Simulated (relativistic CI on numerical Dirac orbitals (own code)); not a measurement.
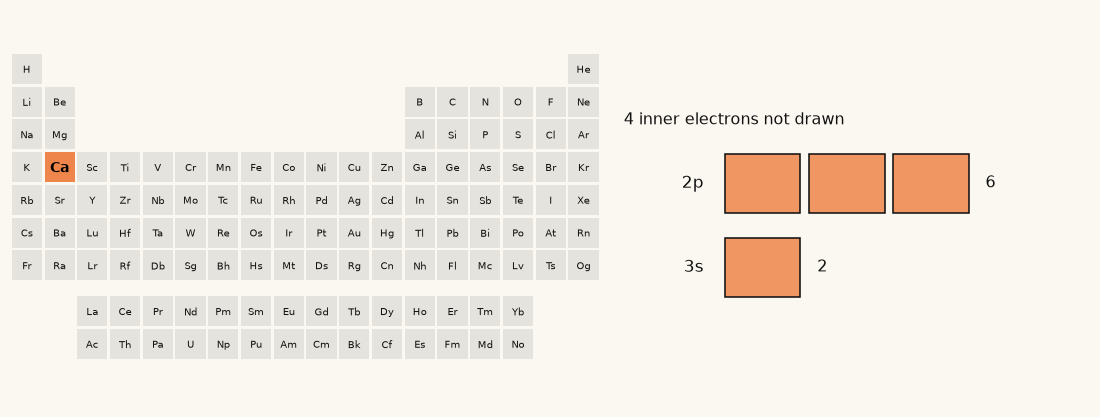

**Figure 1.** Left, the place of calcium in the periodic table; right, the outer shells of the leading configuration of the lowest level: a box for each of the 2l + 1 orbitals, shaded by the share of the shell that is filled, with the electron count at the right.

Ca⁸⁺: relativistic CI calculation

Ca⁸⁺. Computed at this level: Dirac-Coulomb-Breit CI, KLI orbitals optimised for each configuration, model QED (radiative potential, 1s self-energy scaled to tabulated hydrogen-like ionisation energies) (relativistic CI on numerical Dirac orbitals, in-house).

## Input
```
atom Ca  Z=20  charge=8  electrons=12
nucleus A=40  rms_radius_fm=3.4776
hamiltonian dirac-coulomb  breit=on  qed=on  c_scale=1
orbitals kli  potential=per-configuration
slater_scale 1
correlation none
mixing on
configurations
  [Ne] 3s2
  [Ne] 3s 3p
  [Ne] 3p2
  [Ne] 3s 3d
  [Ne] 3d2
  [Ne] 3p 3d
  [Ne] 3p 4s
end
```

The program writes its results to a structured record and prints no log; tables and figures of this report are taken from that record.

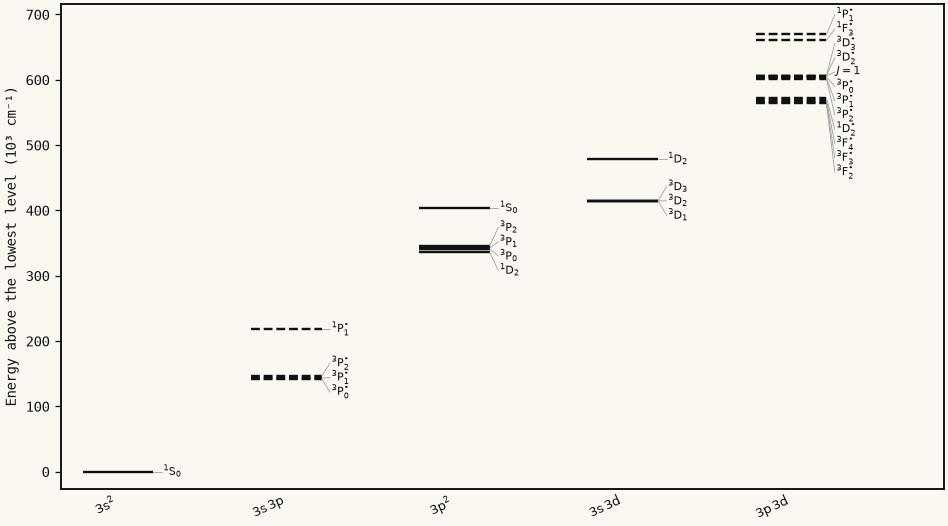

**Figure 2.** Level diagram of Ca⁸⁺. The lowest level is 3s² ¹S₀. The first excited level, 3s 3p ³P°₀, lies at 142,000 cm⁻¹. It is also the lowest level of opposite parity. The levels are close to LS coupling (mean leading weight 93 % in LS and 76 % in jj).

```
Configuration  Level  E (cm⁻¹)  Landé g  Lifetime (s; – stable or not computed)
          3s²    ¹S₀         0        –                                       –
        3s 3p   ³P°₀   141,700        –                                       –
        3s 3p   ³P°₁   143,200    1.500                                4.2×10⁻⁷
        3s 3p   ³P°₂   146,400    1.501                                 1.1×10⁰
        3s 3p   ¹P°₁   218,000    1.000                               8.7×10⁻¹¹
          3p²    ¹D₂   335,400    1.019                               9.9×10⁻¹⁰
          3p²    ³P₀   340,400        –                               1.0×10⁻¹⁰
          3p²    ³P₁   342,300    1.501                               1.0×10⁻¹⁰
          3p²    ³P₂   345,800    1.482                               1.0×10⁻¹⁰
          3p²    ¹S₀   403,700        –                               1.1×10⁻¹⁰
        3s 3d    ³D₁   414,300    0.499                               7.1×10⁻¹¹
        3s 3d    ³D₂   414,400    1.167                               7.2×10⁻¹¹
        3s 3d    ³D₃   414,600    1.334                               7.3×10⁻¹¹
        3s 3d    ¹D₂   478,400    1.000                               4.0×10⁻¹¹
        3p 3d   ³F°₂   564,300    0.679                               3.8×10⁻¹⁰
        3p 3d   ³F°₃   566,300    1.083                               4.1×10⁻¹⁰
        3p 3d   ³F°₄   568,700    1.250                               4.0×10⁻¹⁰
        3p 3d   ¹D°₂   572,400    0.988                               9.3×10⁻¹¹
```

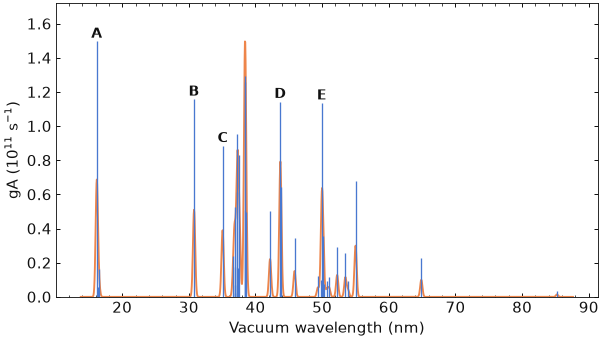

**Figure 3.** The stronger electric dipole lines (weighted rates gA) for Ca IX (Ca⁸⁺). The envelope is a Gaussian of full width 0.4 nm, scaled to the tallest stick. A: 3p 4s ¹P°₁ → 3p² ¹D₂, 16.19 nm, gA = 1.5×10¹¹ s⁻¹; B: 3p 3d ¹F°₃ → 3p² ¹D₂, 30.79 nm, gA = 1.2×10¹¹ s⁻¹; C: 3d² ¹D₂ → 3p 3d ¹D°₂, 35.06 nm, gA = 8.8×10¹⁰ s⁻¹; D: 3d² ³F₄ → 3p 3d ³D°₃, 43.72 nm, gA = 1.1×10¹¹ s⁻¹; E: 3d² ¹G₄ → 3p 3d ¹F°₃, 49.96 nm, gA = 1.1×10¹¹ s⁻¹. The strongest, A, lies in the extreme ultraviolet region.

## Results in brief

| quantity | value |
| --- | --- |
| outcome | converged |
| lowest level | 3s² ¹S₀ |
| first excited level | 3s 3p ³P°₀, 141,685 cm⁻¹ |
| levels computed | 39 |
| SCF iterations | 52 |
| hardware | 1 CPU thread, shared host |

## Remarks

Limits: configurations can be misplaced by up to about 7 % of their energy.
